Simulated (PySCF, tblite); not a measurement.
# C₃H₇N₃Si: geometry, infrared bands and NMR shifts

Aim: predict the infrared bands and NMR shifts of C₃H₇N₃Si (`Cn1ncc([SiH3])n1`).

The runs use tblite 0.8.0 and PySCF 2.14.0, with density-fitted response routines of our own; the level of theory stands in each step. All values are computed, except where a source is named. Atoms count from 0, in the outputs and in this text.

## 1. The molecule as given

14 atoms, charge 0, multiplicity 1; geometry from: force field or distance geometry start.

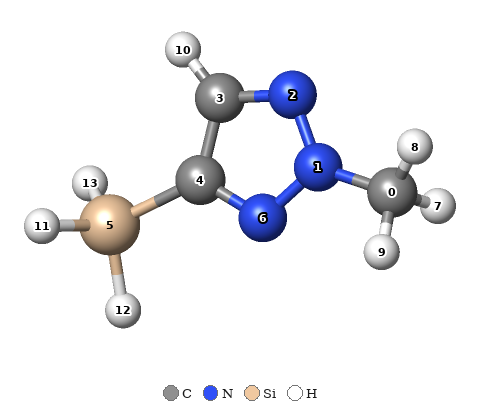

As it starts; carbon grey, nitrogen blue, silicon light orange, hydrogen white, atoms numbered.

## 2. Geometry optimisation with GFN2-xTB

What the job is given:

```
{"job": {"kind": "relax", "xc": "GFN2-xTB", "basis": "xTB"}, "charge": 0, "multiplicity": 1}
C      2.713700    -0.282800    -0.002400
N      1.325300     0.182800    -0.084700
N      0.867500     1.376600    -0.357500
C     -0.499600     1.384400    -0.328200
C     -0.877800     0.076100     0.023100
Si    -2.596200    -0.576700     0.227200
N      0.278300    -0.589800     0.145000
H      2.993400    -0.723400    -0.978600
H      3.409900     0.523100     0.268400
H      2.768100    -1.153600     0.713200
H     -1.178600     2.195600    -0.505900
H     -3.116500    -0.303800     1.580100
H     -2.617400    -2.052500     0.117800
H     -3.470600    -0.056500    -0.839500
```

Command:

```sh
> OMP_NUM_THREADS=1 python probes_run.py task.json out
```

This one command runs all jobs of the session in turn.

**Question.** This job is followed by: GFN2-xTB harmonic vibrations, gas phase; GIAO PBE0/pcSseg-1 NMR shielding, non-relativistic, gas phase. Predict these results of the whole session: strongest single infrared mode (GFN2-xTB); zero-point energy (GFN2-xTB); ¹³C shifts against TMS (PBE0/pcSseg-1); ¹H shifts against TMS (PBE0/pcSseg-1, means over atoms taken as alike); ¹⁵N shifts against NH3 (PBE0/pcSseg-1); ²⁹Si shifts against TMS (PBE0/pcSseg-1); surface potential, least and greatest.

The runs gave:

| quantity | value |
| --- | --- |
| strongest single infrared mode (GFN2-xTB) | 2239 cm⁻¹, 421 km/mol |
| zero-point energy (GFN2-xTB) | 61.7 kcal/mol |
| ¹³C shifts against TMS (PBE0/pcSseg-1) | 146.5, 140.1, 41.3 ppm |
| ¹H shifts against TMS (PBE0/pcSseg-1, means over atoms taken as alike) | 7.78, 4.55, 4.31 ppm |
| ¹⁵N shifts against NH3 (PBE0/pcSseg-1) | 380.3, 365.3, 278.4 ppm |
| ²⁹Si shifts against TMS (PBE0/pcSseg-1) | -84.9 ppm |
| surface potential, least and greatest | -1.43 V and 1.09 V |

**Reading.** The optimisation took 30 steps and gained 0.586 eV; among the close pairs (by a distance rule), N2–C3 changed most, from 1.367 to 1.322 Å. The lowest mode is imaginary (40i cm⁻¹), so the xTB geometry is not a minimum. The strongest single mode, at 2239 cm⁻¹, moves mainly H13 and H11. GFN2-xTB is a fitted tight-binding method: band positions and strengths are rough. Its intensities can rank the bands wrongly. The most deshielded hydrogen is H10 (hydrogen on an aromatic CH next to a ring nitrogen), at 7.78 ppm: aromatic region. NICS(1)zz of -34 ppm above the planar ring from N1 marks a diatropic (aromatic) ring current.
